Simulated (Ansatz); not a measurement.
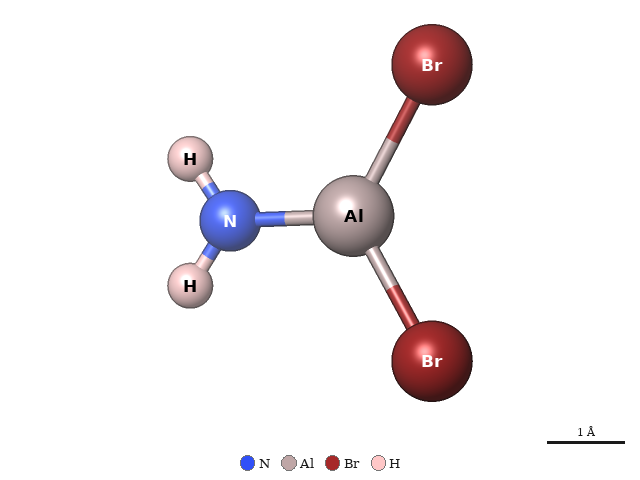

Atoms fade into the background with distance from the viewer. Computed geometry: PBE0-D4/def2-TZVP optimisation. Masses are those of the most abundant isotopes; constants are for the rigid equilibrium geometry.

> Classify the rotor and give the rotational constants (GHz).

An asymmetric top (C2v): A = 3.55, B = 0.846, C = 0.683 GHz. Ray's parameter κ is −0.89, close to the prolate limit.
